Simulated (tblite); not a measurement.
# C₃H₅NO₂Si: relaxed scan

The run: relaxed scan of C₃H₅NO₂Si, SMILES C=N[Si@@]1(O)C=CO1. Method and program: GFN2-xTB relaxed scan under a harmonic restraint, gas phase (tblite 0.8.0).

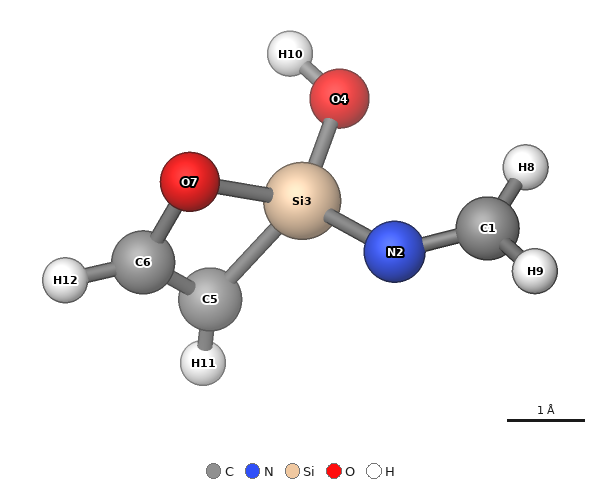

**Figure 1.** The input geometry (ball-and-stick view, seen at a tilt; atoms are numbered from 1 in the order of the input).

Input file
```
{"job": {"xc": "GFN2-xTB", "basis": "xTB", "coordinate": [["t", [7, 0, 1, 2], 0.5], ["t", [8, 0, 1, 2], 0.5]], "kind": "drive"}, "charge": 0, "multiplicity": 1}
C     -2.384101    -0.842802     0.257198
N     -1.228046    -0.799690    -0.216286
Si     0.049710     0.297909     0.120980
O     -0.395054     1.556766     1.047909
C      1.754517    -0.506627     0.179335
C      1.942786     0.048887    -1.015140
O      0.819482     0.789341    -1.318538
H     -2.783805    -0.131165     0.981912
H     -3.050326    -1.636867    -0.066789
H      0.149288     2.341056     1.088818
H      2.385781    -1.168682     0.733807
H      2.740965     0.051187    -1.736196
```

The first line tells a small driver script what to run in tblite; the rest is the geometry in Å.

Hardware: 1 CPU thread, shared host.

Command:
```bash
OMP_NUM_THREADS=1 python <driver script> task.json out
```

Output
```
point  coordinate     E/eV
  0    -74.000     -591.75038
  1    -59.400     -591.66943
  2    -44.400     -591.56376
  3    -28.700     -591.48678
  4    -13.400     -591.49898
  5      1.500     -591.49935
  6     16.600     -591.51043
  7     31.700     -591.51904
  8     47.300     -591.59034
  9     62.200     -591.67423
 10     76.900     -591.73251
 11     91.400     -591.74607
```

Results in brief

| quantity | value |
| --- | --- |
| outcome | converged |
| wall time | 2.8 s |
| peak memory | 0.19 GiB |
